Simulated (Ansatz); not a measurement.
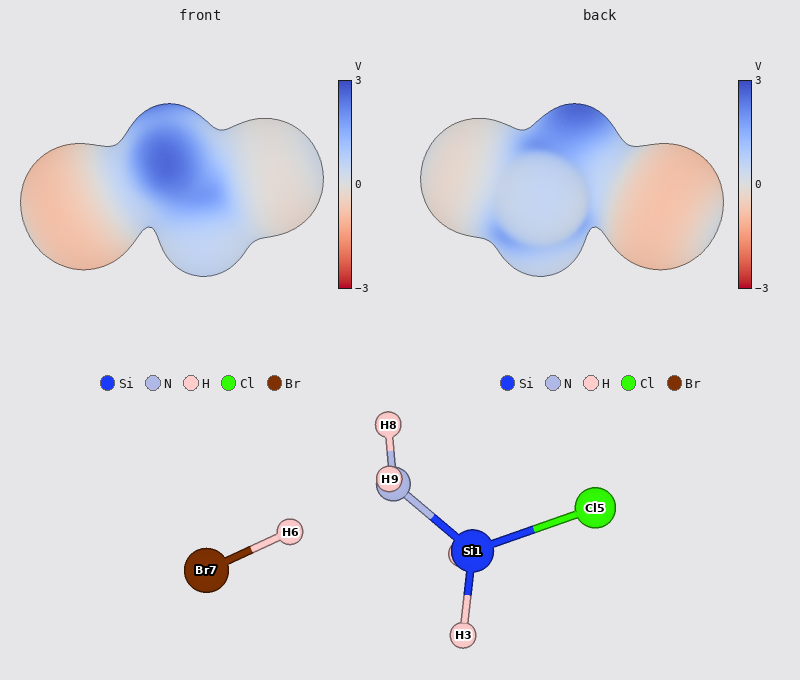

ClH₄NSi···HBr. The electrostatic potential painted on the density surface at 0.002 e/bohr³, seen from the front and from behind; the colour scale runs from red (negative) to blue (positive). The bare structure is drawn below in the same view.

The reactant side of a reaction path; geometry: PBE0-D4/def2-TZVP; a saddle point, not a minimum.

These are results of Ansatz, RKS PBE0-D4/def2-TZVPP, not measurements.

```yaml
atoms:
  - { symbol: Si, position_ang: [-0.8773, -0.1037, -0.6850] }
  - { symbol: N, position_ang: [0.3516, -0.5569, 0.4459] }
  - { symbol: H, position_ang: [-1.7236, 0.9143, -0.0333] }
  - { symbol: H, position_ang: [-0.1998, 0.3758, -1.9049] }
  - { symbol: Cl, position_ang: [-2.1003, -1.6657, -1.2316] }
  - { symbol: H, position_ang: [1.3266, 0.9350, 0.8125] }
  - { symbol: Br, position_ang: [2.1139, 2.1399, 1.1086] }
  - { symbol: H, position_ang: [1.0630, -1.1984, 0.1198] }
  - { symbol: H, position_ang: [0.0461, -0.8401, 1.3681] }
```

> Describe the electrostatic potential map.

The most negative region (about −0.8 V, or −18 kcal/mol for a unit charge) lies over Br7, the most positive (about +2.6 V, or +60 kcal/mol for a unit charge) over H8 and H9.
